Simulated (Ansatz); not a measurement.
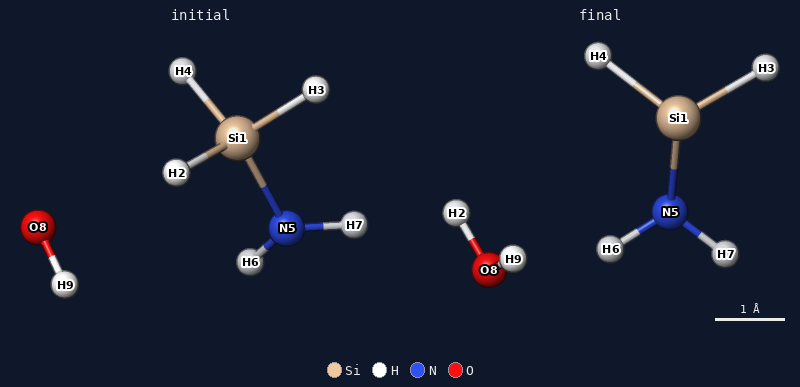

The structure of SiNH6O (multiplicity 2) before (left) and after (right) a relaxation, at one scale.

Style: ball-and-stick. Shown at a tilt.

The run prepares an end point of a later path (reaction) calculation, from a guessed geometry.

Computed with Ansatz, UKS PBE/6-31G*. Set-up: collinear spin; force threshold 0.03 eV/Å; at most 50 steps.

What changed between the two?

Answer. H2 moves most after the best rigid fit: 2.11 Å. Largest moves by element: H 2.11 Å, O 1.09 Å, Si 0.72 Å, N 0.35 Å. Among the contacts that change: Si1–H2 1.480 → 3.537 Å, H2–O8 2.197 → 0.979 Å, O8–H9 0.992 → 0.979 Å, N5–H6 1.020 → 1.031 Å. New bonds form, among them: H2–O8 (2.20 → 0.98 Å). Bonds break, among them: Si1–H2 (1.48 → 3.54 Å). Bond angles that change, for instance: H4–Si1–N5 115.8° → 106.6°, Si1–N5–H6 120.8° → 114.4°. Over 23 accepted moves (28 points after the start) the energy falls by 1.428 eV. Largest force component: 0.77 eV/Å at the start, 0.021 eV/Å at the end. The line search rejected the trial steps at points 8, 12, 16, 22, 25 of the run. Cost: 75 s on 1 thread of Arm Neoverse V2, with other jobs on the host, peak memory 0.14 GiB.
